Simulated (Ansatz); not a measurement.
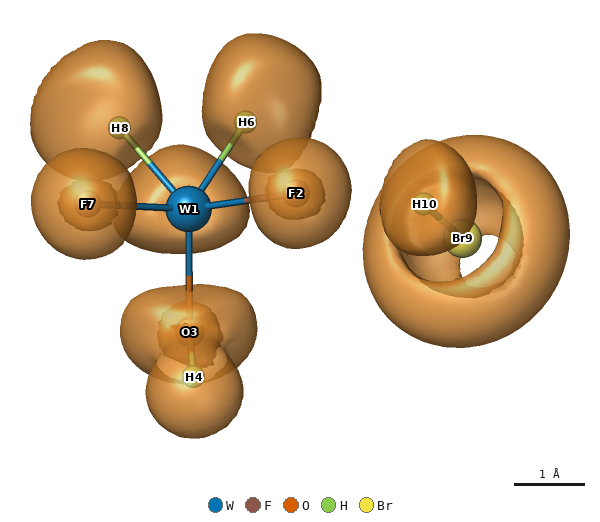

*F2H4OW···HBr. Isosurface of the ELF at 0.75 (orange), seen across its widest extent. Only the valence region is drawn (cores and ρ < 0.01 e/Å³ removed).*

Core potentials replace the inner electrons of W.

Theory: RKS revPBE-D4/def2-SVP in Ansatz 0.2.0.

```yaml
atoms:
  - { symbol: W, position_ang: [0.1631, -0.4309, -0.0163] }
  - { symbol: F, position_ang: [0.1361, -0.2478, 1.8876] }
  - { symbol: O, position_ang: [1.9835, -0.3256, -0.6030] }
  - { symbol: H, position_ang: [2.5136, -1.0109, -0.1294] }
  - { symbol: H, position_ang: [0.2660, 0.8048, -1.1488] }
  - { symbol: H, position_ang: [-0.7681, 0.9586, 0.2121] }
  - { symbol: F, position_ang: [-0.3859, -2.2183, -0.3339] }
  - { symbol: H, position_ang: [-1.0971, -0.2488, -1.1219] }
  - { symbol: Br, position_ang: [1.6012, 2.8225, 2.1577] }
  - { symbol: H, position_ang: [0.8318, 1.6762, 2.5662] }
```

Identify the bonds, lone pairs and shells in this picture.

Answer. The surface consists of four regions around hydrogen nuclei, one ring or bowl of non-bonding electrons around Br, two regions wrapped around F (the valence shell of each) and one joined region spread over several atoms (H, O), in which their bonds and any lone pairs are merged.

Values along the shortest contacts:
F2···H10 (2.16 Å): the ELF dips to about 0.05 between them. W–F (1.90 Å): the ELF peaks at about 0.85 in the valence shell of F, 0.5 Å from its nucleus, and drops to about 0.20 between the two atoms.
